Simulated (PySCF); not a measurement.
# C3H5BO: runs on many settings

Which settings matter for C3H5BO (`C#CBOC`)?

Programs: PySCF 2.14.0, with density-fitted response routines of our own. Each step states its level of theory. These are calculated values for one molecule, in the gas phase or a continuum, unless marked as measured. Atoms are numbered from 0 throughout.

## (1) The molecule as given

10 atoms, charge 0, multiplicity 1; geometry from: GFN2-xTB.

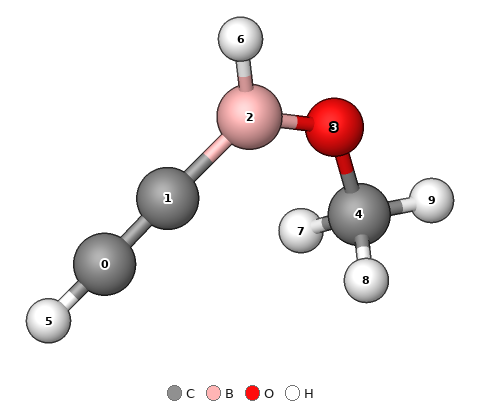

As it starts; carbon grey, boron pink, oxygen red, hydrogen white, atoms numbered.

## (2) NMR shieldings: PBE0/pcSseg-1

The job: settings as JSON, then the geometry in Å.

```
{"job": {"kind": "nmr", "xc": "PBE0", "basis": "pcSseg-1"}, "charge": 0, "multiplicity": 1}
C      2.230342    -0.670638     0.316564
C      1.377293     0.174917     0.241753
B      0.266847     1.219073     0.138948
O     -1.007640     0.916315    -0.096618
C     -1.487096    -0.394030    -0.281607
H      2.991455    -1.394028     0.386584
H      0.500209     2.362139     0.267858
H     -1.264711    -1.018172     0.587942
H     -1.029939    -0.853392    -1.162108
H     -2.567878    -0.337530    -0.421843
```

Method: GIAO PBE0/pcSseg-1 NMR shielding, non-relativistic, gas phase.

On the command line:

```bash
$ OMP_NUM_THREADS=1 python probes_run.py task.json out
```

This one command runs all jobs of the session in turn.

Output:

```text
coarse grid: 8536 points
cycle   1  E = -216.9741362128  dE =  5.583e-01  |g| = 5.762e-01  |ddm| = 2.742e+00
cycle   2  E = -216.8877162057  dE =  8.642e-02  |g| = 8.884e-01  |ddm| = 1.007e+00
cycle   3  E = -217.0372329473  dE = -1.495e-01  |g| = 1.356e-01  |ddm| = 6.275e-01
cycle   4  E = -217.0410002018  dE = -3.767e-03  |g| = 4.878e-02  |ddm| = 1.229e-01
cycle   5  E = -217.0414226815  dE = -4.225e-04  |g| = 2.834e-02  |ddm| = 4.789e-02
cycle   6  E = -217.0416204339  dE = -1.978e-04  |g| = 3.669e-03  |ddm| = 2.052e-02
cycle   7  E = -217.0416236836  dE = -3.250e-06  |g| = 4.659e-04  |ddm| = 3.245e-03
final grid: 82904 points
cycle   8  E = -217.0819253965  dE = -2.381e-05  |g| = 9.323e-03  |ddm| = 2.299e-02
cycle   9  E = -217.0819063945  dE =  1.900e-05  |g| = 1.415e-02  |ddm| = 1.294e-02
cycle  10  E = -217.0819419211  dE = -3.553e-05  |g| = 1.402e-03  |ddm| = 7.879e-03
cycle  11  E = -217.0819423561  dE = -4.350e-07  |g| = 1.766e-04  |ddm| = 1.101e-03
cycle  12  E = -217.0819423627  dE = -6.640e-09  |g| = 5.537e-05  |ddm| = 1.673e-04
cycle  13  E = -217.0819423632  dE = -4.968e-10  |g| = 3.252e-05  |ddm| = 5.577e-05
cycle  14  E = -217.0819423635  dE = -2.481e-10  |g| = 1.037e-05  |ddm| = 2.671e-05
converged SCF energy = -217.0819423635

GIAO shielding tensors (ppm)
atom      isotropic    diamagn.    paramagn.     s11        s22        s33       span
  0 C       78.867     261.539    -182.672      9.698     18.213    208.689    198.991
  1 C       94.960     258.934    -163.974     -5.305     -0.359    290.543    295.847
  2 B       66.099     196.474    -130.376     45.799     48.429    104.068     58.269
  3 O      150.239     390.755    -240.516    -66.136    134.943    381.909    448.045
  4 C      129.596     246.143    -116.547    103.594    105.138    180.056     76.462
  5 H       28.974      33.375      -4.401     25.028     25.426     36.469     11.442
  6 H       27.032      28.838      -1.806     24.699     27.096     29.300      4.601
  7 H       27.538      30.295      -2.757     24.413     26.287     31.913      7.500
  8 H       27.568      30.184      -2.616     24.481     26.122     32.101      7.620
  9 H       27.543      28.055      -0.512     23.882     26.255     32.493      8.611
```

Run time: 9.9 s. Hardware: 1 thread of Intel Xeon Platinum 8259CL at 2.50GHz, shared host; peak memory 0.48 GiB.

The references, computed at this level on geometries of the same kind, shield at (ppm): ¹H TMS 31.72, ¹³C TMS 186.9, ¹⁷O H2O 336.1, ¹¹B BF3·OEt2 100.1. Their shielding less the atom's gives the shift. The references are single molecules in the gas phase, so shifts against H2O, NH3, PH3, H3PO4 or CFCl3 are not on the usual liquid scales and can be off by tens of ppm. Atoms listed in one row are averaged.

```
     atoms                              environment  σ (ppm)  δ (ppm)  δ scaled to CDCl3
        C0                   terminal alkyne carbon     78.9    108.1              103.6
        C1                            alkyne carbon     95.0     92.0               87.8
        C4                methyl carbon bonded to O    129.6     57.3               54.0
        H6       hydrogen on a boron bonded to C, O    27.03     4.68                  –
H7, H8, H9  hydrogen on a methyl carbon bonded to O    27.55     4.17               4.03
        H5     hydrogen on a terminal alkyne carbon    28.97     2.74               2.69
        B2                  boron bonded to C, O, H     66.1     34.0                  –
        O3                    oxygen bonded to C, B    150.2    185.8                  –
```

The scaled column applies a straight-line fit of computed shieldings to shifts measured in CDCl3 (root-mean-square error 0.16 ppm for H, 1.9 ppm for C).

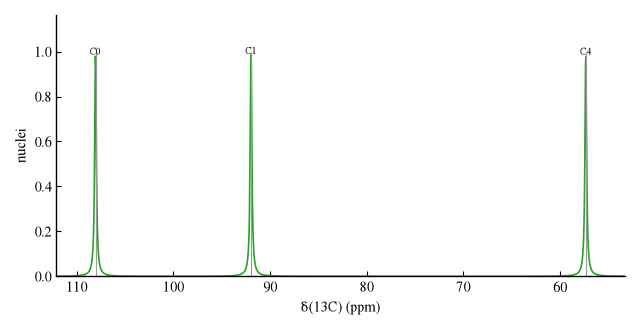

¹³C lines at the computed shifts, without couplings. Lines are broadened to a width of 0.20 ppm (Lorentzian).

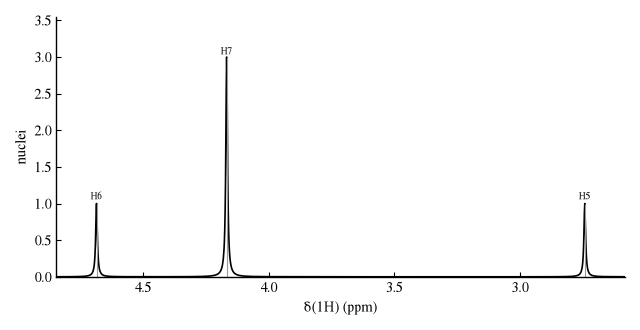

¹H lines at the computed shifts, without couplings. Lines are broadened to a width of 0.01 ppm (Lorentzian).

The run also stored atomic charges by several schemes (e):

```
atoms  Mulliken    IAO  Hirshfeld  ESP fit
   C0     -0.21  -0.18      -0.08    -0.33
   C1     -0.09  -0.16      -0.12    -0.23
   B2      0.40   0.23       0.18     0.63
   O3     -0.46  -0.34      -0.15    -0.41
   C4     -0.03  -0.20      -0.03    -0.08
```

IAO charges:

```
atom  value (e)
  C0      -0.18
  C1      -0.16
  B2       0.23
  O3      -0.34
  C4      -0.20
  H5       0.21
  H6       0.01
  H7       0.14
  H8       0.14
  H9       0.16
```

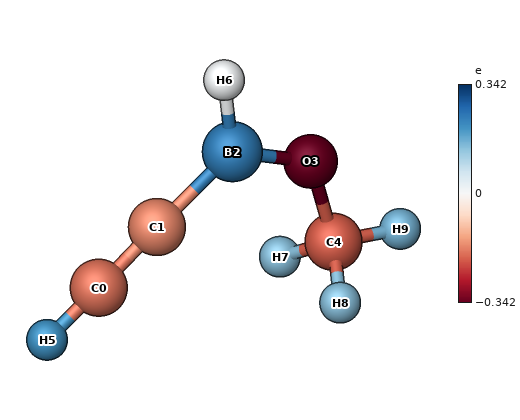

IAO charges, as colours on the atoms.

Mayer bond orders: C0–C1 2.52, C1–B2 1.00, B2–O3 1.28, O3–C4 0.87.

## (3) Ultraviolet spectrum: PBE0/def2-SVPD

Settings changed since step 2:

```diff
@@ -1,2 +1,2 @@
-{"job": {"kind": "nmr", "xc": "PBE0", "basis": "pcSseg-1"}, "charge": 0, "multiplicity": 1}
+{"job": {"kind": "uv", "xc": "PBE0", "basis": "def2-SVPD", "nstates": 6, "ntriplets": 2}, "charge": 0, "multiplicity": 1}
 C      2.230342    -0.670638     0.316564
```

With the program's defaults for keys left out, this is: TDDFT PBE0/def2-SVPD, vertical, gas phase, core orbitals frozen in the response.

Output:

```text
coarse grid: 8536 points
cycle   1  E = -216.8500175793  dE =  5.188e-01  |g| = 5.461e-01  |ddm| = 8.392e+00
cycle   2  E = -216.7614817519  dE =  8.854e-02  |g| = 8.638e-01  |ddm| = 2.004e+00
cycle   3  E = -216.9101308577  dE = -1.486e-01  |g| = 1.258e-01  |ddm| = 8.739e-01
cycle   4  E = -216.9134729774  dE = -3.342e-03  |g| = 4.997e-02  |ddm| = 2.286e-01
cycle   5  E = -216.9139615678  dE = -4.886e-04  |g| = 2.692e-02  |ddm| = 8.132e-02
cycle   6  E = -216.9141435593  dE = -1.820e-04  |g| = 3.488e-03  |ddm| = 3.305e-02
cycle   7  E = -216.9141466913  dE = -3.132e-06  |g| = 3.745e-04  |ddm| = 9.507e-03
final grid: 82904 points
cycle   8  E = -216.9539186253  dE = -2.365e-05  |g| = 8.599e-03  |ddm| = 1.042e-01
cycle   9  E = -216.9539015526  dE =  1.707e-05  |g| = 1.302e-02  |ddm| = 2.295e-02
cycle  10  E = -216.9539336817  dE = -3.213e-05  |g| = 1.342e-03  |ddm| = 1.242e-02
cycle  11  E = -216.9539341041  dE = -4.224e-07  |g| = 1.721e-04  |ddm| = 1.632e-03
cycle  12  E = -216.9539341103  dE = -6.177e-09  |g| = 6.075e-05  |ddm| = 3.751e-04
cycle  13  E = -216.9539341106  dE = -3.264e-10  |g| = 4.772e-05  |ddm| = 1.639e-04
cycle  14  E = -216.9539341112  dE = -5.952e-10  |g| = 8.002e-06  |ddm| = 5.833e-05
converged SCF energy = -216.9539341112

Static polarisability (au): isotropic 52.074, principal 38.237 50.741 67.244

Singlet excitations
state   eV       nm        f      main configurations
  1   5.1349    241.5   0.00046   H->L 0.98
  2   6.0340    205.5   0.06551   H-1->L 0.77, H->L+1 0.15
  3   6.2182    199.4   0.00132   H-2->L 0.98
  4   7.0060    177.0   0.00009   H-1->L+1 0.68, H-1->L+2 0.23
  5   7.2520    171.0   0.08776   H-3->L 0.89
  6   7.7318    160.4   0.00645   H-4->L 0.97

Triplet excitations (Tamm-Dancoff, eV): 4.5218 4.7125
```

Wall time 11 s (1 thread of Intel Xeon Platinum 8259CL at 2.50GHz, shared host); peak memory 0.57 GiB.

The orbitals next to the gap, with their largest atomic shares:

```
orbital     eV                      atoms
 HOMO−3  -9.59  O3 38 %, C4 19 %, B2 11 %
 HOMO−2  -9.14  O3 47 %, B2 13 %, C4 10 %
 HOMO−1  -8.53  C1 37 %, C0 37 %, O3 12 %
   HOMO  -8.31   C0 41 %, C1 39 %, B2 8 %
   LUMO  -1.27  B2 28 %, C0 23 %, C1 22 %
 LUMO+1   0.44  B2 28 %, C0 22 %, C1 19 %
 LUMO+2   0.76  C0 25 %, B2 18 %, C1 16 %
```

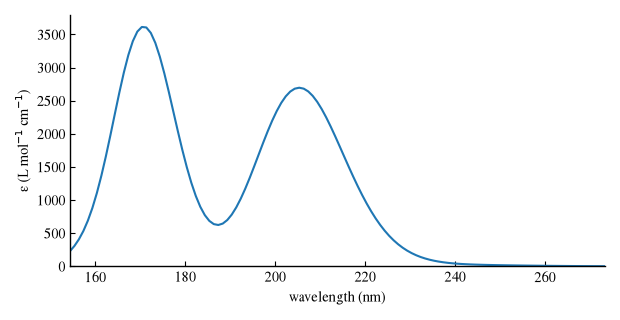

Absorption spectrum: each of the 6 states is a Gaussian band of 0.4 eV half-width at 1/e. Beyond the last state computed it falls off for lack of states.

Further results of this job:

```
           property  computed
  dipole moment (D)      2.06
polarisability (Å³)      7.72
 HOMO–LUMO gap (eV)      7.04
      −ε(HOMO) (eV)      8.31
```

## (4) Shielding tensors: PBE0/pcSseg-1 in dichloromethane

Settings changed since step 3:

```diff
@@ -1,2 +1,2 @@
-{"job": {"kind": "uv", "xc": "PBE0", "basis": "def2-SVPD", "nstates": 6, "ntriplets": 2}, "charge": 0, "multiplicity": 1}
+{"job": {"kind": "nmr", "xc": "PBE0", "basis": "pcSseg-1", "solvent": "dichloromethane", "pop": true}, "charge": 0, "multiplicity": 1}
 C      2.230342    -0.670638     0.316564
```

Level: GIAO PBE0/pcSseg-1 NMR shielding, non-relativistic, IEF-PCM dichloromethane.

Output:

```text
coarse grid: 8536 points
cycle   1  E = -216.9835487325  dE =  5.491e-01  |g| = 5.634e-01  |ddm| = 2.742e+00
cycle   2  E = -216.9166263473  dE =  6.692e-02  |g| = 8.320e-01  |ddm| = 9.015e-01
cycle   3  E = -217.0440614969  dE = -1.274e-01  |g| = 1.126e-01  |ddm| = 5.460e-01
cycle   4  E = -217.0466901242  dE = -2.629e-03  |g| = 2.711e-02  |ddm| = 9.515e-02
cycle   5  E = -217.0468194036  dE = -1.293e-04  |g| = 1.652e-02  |ddm| = 3.081e-02
cycle   6  E = -217.0468849484  dE = -6.554e-05  |g| = 4.474e-03  |ddm| = 1.230e-02
cycle   7  E = -217.0468896570  dE = -4.709e-06  |g| = 3.925e-04  |ddm| = 3.084e-03
final grid: 82904 points
cycle   8  E = -217.0871656396  dE = -2.431e-05  |g| = 9.266e-03  |ddm| = 2.378e-02
cycle   9  E = -217.0871481219  dE =  1.752e-05  |g| = 1.386e-02  |ddm| = 1.220e-02
cycle  10  E = -217.0871819347  dE = -3.381e-05  |g| = 1.333e-03  |ddm| = 7.328e-03
cycle  11  E = -217.0871823192  dE = -3.845e-07  |g| = 1.807e-04  |ddm| = 9.832e-04
cycle  12  E = -217.0871823251  dE = -5.871e-09  |g| = 9.403e-05  |ddm| = 1.904e-04
cycle  13  E = -217.0871823269  dE = -1.778e-09  |g| = 4.888e-05  |ddm| = 8.750e-05
cycle  14  E = -217.0871823275  dE = -5.829e-10  |g| = 5.539e-06  |ddm| = 3.237e-05
converged SCF energy = -217.0871823275

GIAO shielding tensors (ppm)
atom      isotropic    diamagn.    paramagn.     s11        s22        s33       span
  0 C       76.315     260.631    -184.316      5.393     14.009    209.544    204.150
  1 C       95.593     259.170    -163.577     -3.940      0.595    290.126    294.066
  2 B       66.610     196.488    -129.878     47.073     48.773    103.986     56.913
  3 O      148.780     391.639    -242.859    -67.585    129.411    384.515    452.099
  4 C      129.171     246.384    -117.212    102.934    103.357    181.223     78.289
  5 H       28.523      33.038      -4.515     24.455     24.846     36.267     11.813
  6 H       27.124      29.010      -1.887     24.795     27.224     29.352      4.557
  7 H       27.384      30.084      -2.700     24.256     26.086     31.811      7.556
  8 H       27.408      29.966      -2.558     24.322     25.914     31.989      7.667
  9 H       27.369      27.865      -0.496     23.679     26.018     32.409      8.730
```

It took 9.3 s on 1 thread of Intel Xeon Platinum 8259CL at 2.50GHz, shared host; peak memory 0.52 GiB.

In short: δ C0 111.4, C1 92.1, C4 58.6, B2 34.1, H6 4.57, H7 4.31 ppm (means over like atoms).

## (5) Shielding tensors: BHandHLYP/cc-pVDZ in acetonitrile

Settings changed since step 4:

```diff
@@ -1,2 +1,2 @@
-{"job": {"kind": "nmr", "xc": "PBE0", "basis": "pcSseg-1", "solvent": "dichloromethane", "pop": true}, "charge": 0, "multiplicity": 1}
+{"job": {"kind": "nmr", "xc": "BHandHLYP", "basis": "cc-pVDZ", "solvent": "acetonitrile", "pop": true, "scf": {"aux": "def2-qzvpp-jkfit"}, "grid": 3}, "charge": 0, "multiplicity": 1}
 C      2.230342    -0.670638     0.316564
```

Method: GIAO BHandHLYP/cc-pVDZ NMR shielding, non-relativistic, IEF-PCM acetonitrile.

Output:

```text
final grid: 119528 points
cycle   1  E = -217.2045476784  dE =  6.840e-01  |g| = 5.190e-01  |ddm| = 6.059e+00
cycle   2  E = -217.2030717230  dE =  1.476e-03  |g| = 5.674e-01  |ddm| = 1.393e+00
cycle   3  E = -217.2618961598  dE = -5.882e-02  |g| = 5.649e-02  |ddm| = 6.852e-01
cycle   4  E = -217.2625660504  dE = -6.699e-04  |g| = 1.867e-02  |ddm| = 1.106e-01
cycle   5  E = -217.2626655064  dE = -9.946e-05  |g| = 3.044e-03  |ddm| = 4.428e-02
cycle   6  E = -217.2626676872  dE = -2.181e-06  |g| = 1.852e-03  |ddm| = 7.134e-03
cycle   7  E = -217.2626685722  dE = -8.851e-07  |g| = 3.070e-04  |ddm| = 2.706e-03
cycle   8  E = -217.2626686443  dE = -7.204e-08  |g| = 1.073e-04  |ddm| = 8.835e-04
cycle   9  E = -217.2626686539  dE = -9.607e-09  |g| = 4.749e-05  |ddm| = 3.243e-04
cycle  10  E = -217.2626686559  dE = -2.010e-09  |g| = 1.225e-05  |ddm| = 1.532e-04
cycle  11  E = -217.2626686560  dE = -1.687e-10  |g| = 3.013e-06  |ddm| = 5.028e-05
converged SCF energy = -217.2626686560

GIAO shielding tensors (ppm)
atom      isotropic    diamagn.    paramagn.     s11        s22        s33       span
  0 C       96.468     263.421    -166.953     31.739     42.994    214.672    182.933
  1 C      117.168     255.798    -138.630     24.724     30.767    296.012    271.288
  2 B       82.583     205.320    -122.737     62.593     68.827    116.327     53.734
  3 O      185.975     381.172    -195.197     -7.844    166.668    399.101    406.945
  4 C      145.462     244.524     -99.062    120.608    122.754    193.023     72.415
  5 H       28.734      33.436      -4.702     24.738     25.121     36.343     11.605
  6 H       27.523      30.721      -3.199     25.168     27.437     29.963      4.794
  7 H       27.678      30.715      -3.037     24.477     26.465     32.092      7.615
  8 H       27.710      30.582      -2.872     24.568     26.298     32.263      7.696
  9 H       27.757      28.190      -0.433     24.019     26.456     32.797      8.778
```

Run time: 12 s. Hardware: 1 thread of Intel Xeon Platinum 8259CL at 2.50GHz, shared host; peak memory 0.58 GiB.

In short: σ C0 96.5, C1 117.2, C4 145.5, B2 82.6, H6 27.52, H7 27.72 ppm (means over like atoms).

## (6) Ultraviolet spectrum: X3LYP/aug-cc-pVDZ

Settings changed since step 5:

```diff
@@ -1,2 +1,2 @@
-{"job": {"kind": "nmr", "xc": "BHandHLYP", "basis": "cc-pVDZ", "solvent": "acetonitrile", "pop": true, "scf": {"aux": "def2-qzvpp-jkfit"}, "grid": 3}, "charge": 0, "multiplicity": 1}
+{"job": {"kind": "uv", "xc": "X3LYP", "basis": "aug-cc-pVDZ", "nstates": 12, "ntriplets": 0, "tda": true, "scf": {"damp": 0.2}}, "charge": 0, "multiplicity": 1}
 C      2.230342    -0.670638     0.316564
```

Method: TDA X3LYP/aug-cc-pVDZ, vertical, gas phase, core orbitals frozen in the response.

Output:

```text
damping 0.20 in the first 6 cycles
final grid: 82904 points
cycle   1  E = -217.2189573995  dE =  5.697e-01  |g| = 6.067e-01  |ddm| = 1.928e+01
cycle   2  E = -217.1951662857  dE =  2.379e-02  |g| = 7.140e-01  |ddm| = 3.102e+00
cycle   3  E = -217.1410322581  dE =  5.413e-02  |g| = 8.888e-01  |ddm| = 2.120e+00
cycle   4  E = -216.9468816084  dE =  1.942e-01  |g| = 1.272e+00  |ddm| = 2.929e+00
cycle   5  E = -216.6803269711  dE =  2.666e-01  |g| = 1.652e+00  |ddm| = 4.323e+00
cycle   6  E = -210.0919903473  dE =  6.588e+00  |g| = 4.198e+00  |ddm| = 1.049e+01
cycle   7  E = -184.6558584271  dE =  2.544e+01  |g| = 8.500e+00  |ddm| = 2.746e+01
cycle   8  E = -210.7837848939  dE = -2.613e+01  |g| = 4.081e+00  |ddm| = 1.958e+01
cycle   9  E = -216.2699042216  dE = -5.486e+00  |g| = 1.965e+00  |ddm| = 1.506e+01
cycle  10  E = -216.9506137948  dE = -6.807e-01  |g| = 1.014e+00  |ddm| = 5.422e+00
cycle  11  E = -217.2755678792  dE = -3.250e-01  |g| = 3.009e-01  |ddm| = 2.553e+00
cycle  12  E = -217.2944369924  dE = -1.887e-02  |g| = 9.642e-02  |ddm| = 1.105e+00
cycle  13  E = -217.2970534372  dE = -2.616e-03  |g| = 3.151e-02  |ddm| = 2.776e-01
cycle  14  E = -217.2972830920  dE = -2.297e-04  |g| = 7.149e-03  |ddm| = 7.926e-02
cycle  15  E = -217.2972967356  dE = -1.364e-05  |g| = 1.983e-03  |ddm| = 3.378e-02
cycle  16  E = -217.2972975718  dE = -8.362e-07  |g| = 3.953e-04  |ddm| = 6.813e-03
cycle  17  E = -217.2972976199  dE = -4.808e-08  |g| = 1.099e-04  |ddm| = 2.566e-03
cycle  18  E = -217.2972976236  dE = -3.703e-09  |g| = 1.634e-05  |ddm| = 5.950e-04
cycle  19  E = -217.2972976236  dE = -8.845e-11  |g| = 9.175e-06  |ddm| = 8.381e-05
converged SCF energy = -217.2972976236

Static polarisability (au): isotropic 53.826, principal 39.535 52.508 69.437

Singlet excitations
state   eV       nm        f      main configurations
  1   5.0490    245.6   0.00050   H->L 0.98
  2   5.9521    208.3   0.06248   H-1->L 0.71, H->L+2 0.17
  3   6.1842    200.5   0.00130   H-2->L 0.98
  4   6.8272    181.6   0.00004   H-1->L+2 0.71, H-1->L+3 0.09
  5   7.0222    176.6   0.01369   H->L+1 0.86
  6   7.2226    171.7   0.14404   H-3->L 0.79
  7   7.2328    171.4   0.05366   H-1->L+1 0.92
  8   7.5005    165.3   0.00127   H->L+3 0.80, H->L+2 0.09
  9   7.6610    161.8   0.01210   H-4->L 0.83, H->L+4 0.13
 10   7.6811    161.4   0.00239   H-1->L+3 0.81, H-1->L+2 0.10
 11   7.7129    160.7   0.12191   H->L+2 0.40, H->L+5 0.20, H-1->L+4 0.09
 12   7.7334    160.3   0.00102   H->L+4 0.80, H-4->L 0.14
```

It took 18 s on 1 thread of Intel Xeon Platinum 8259CL at 2.50GHz, shared host; peak memory 0.62 GiB.

This run: HOMO -8.05 eV, LUMO -1.38 eV; lowest singlet 5.05 eV.

## (7) Comparing the runs: NMR shifts

Isotropic shieldings (ppm) of some atoms, chosen among heavy atoms and hydrogens apart, with basis size and wall time:

```
                              run    C0     C1     C4     H6     H5    B2     O3  functions   time
                    PBE0/pcSseg-1  78.9   95.0  129.6  27.03  28.97  66.1  150.2        110  9.9 s
 PBE0/pcSseg-1 in dichloromethane  76.3   95.6  129.2  27.12  28.52  66.6  148.8        110  9.3 s
BHandHLYP/cc-pVDZ in acetonitrile  96.5  117.2  145.5  27.52  28.73  82.6  186.0         95   12 s
```

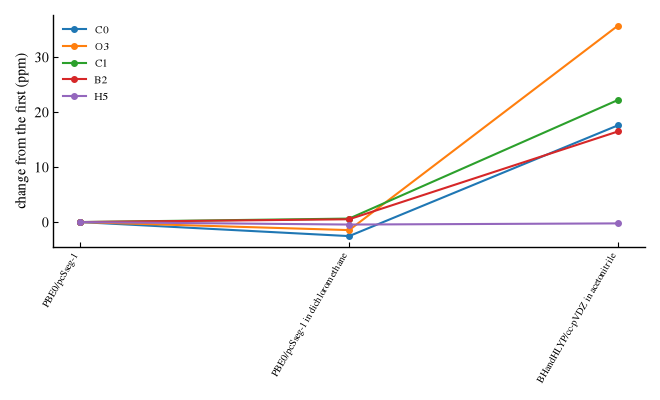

How five of the tabulated atoms move from run to run.

## (8) Side by side: electronic excitations

Excitations and ground-state properties, with basis size and wall time:

```
              run  lowest singlet (eV)  brightest (eV)      f  gap (eV)  α (Å³)  μ (D)  functions  time
   PBE0/def2-SVPD                 5.13            7.25  0.088      7.04    7.72   2.06        143  11 s
X3LYP/aug-cc-pVDZ                 5.05            7.22  0.144      6.67    7.98   2.01        160  18 s
```

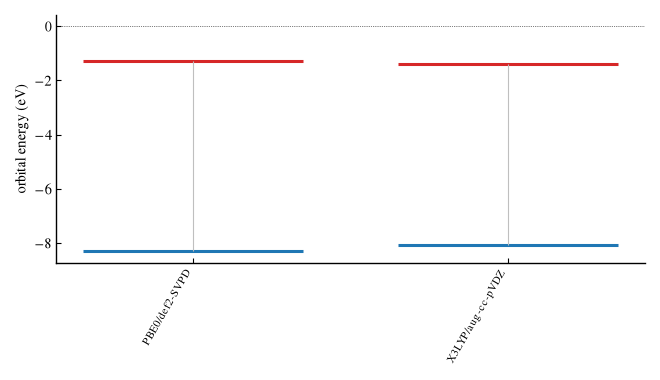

HOMO (blue) and LUMO (red) run by run.

## (9) What came out

| quantity | value |
| --- | --- |
| ¹³C shifts against TMS (PBE0/pcSseg-1) | 108.1, 92.0, 57.3 ppm |
| ¹H shifts against TMS (PBE0/pcSseg-1, means over atoms taken as alike) | 4.68, 4.17, 2.74 ppm |
| ¹¹B shifts against BF3·OEt2 (PBE0/pcSseg-1) | 34.0 ppm |
| ¹⁷O shifts against H2O (PBE0/pcSseg-1) | 185.8 ppm |
| lowest singlet (PBE0/def2-SVPD) | 5.13 eV (241 nm), f = 0.000 |
| brightest single state of those computed | state 5, 7.25 eV, f = 0.088 |
| lowest triplet | 4.52 eV |
| range of the shielding of C0 (PBE0/pcSseg-1 runs) | 76.3 to 78.9 ppm |
| range of the lowest singlet | 5.05 to 5.13 eV |

Single values in the summary come from the first run of each kind that ended normally (PBE0/pcSseg-1; PBE0/def2-SVPD), which need not be the best level. At PBE0/pcSseg-1: Shielding is most anisotropic at O3 (span 448 ppm, paramagnetic term -241 ppm). The lowest singlet, at 5.13 eV, is HOMO→LUMO 0.98 and is dark; of the 6 states computed, the strongest absorption comes from state 5 at 7.25 eV. The lowest triplet lies 0.61 eV below the lowest singlet (triplets in Tamm-Dancoff, singlets in full TDDFT). At one level, PBE0/pcSseg-1: In ppm, C0 moves most: its shielding spreads over 2.6 ppm, from 76.3 (PBE0/pcSseg-1 in dichloromethane) to 78.9 (PBE0/pcSseg-1). The lowest singlet runs from 5.05 eV (X3LYP/aug-cc-pVDZ) to 5.13 eV (PBE0/def2-SVPD), while the orbital gap spans 6.67 to 7.04 eV. The lowest state need not be the same one in every run. The runs solved for a few states only, so the brightest column depends on that window.
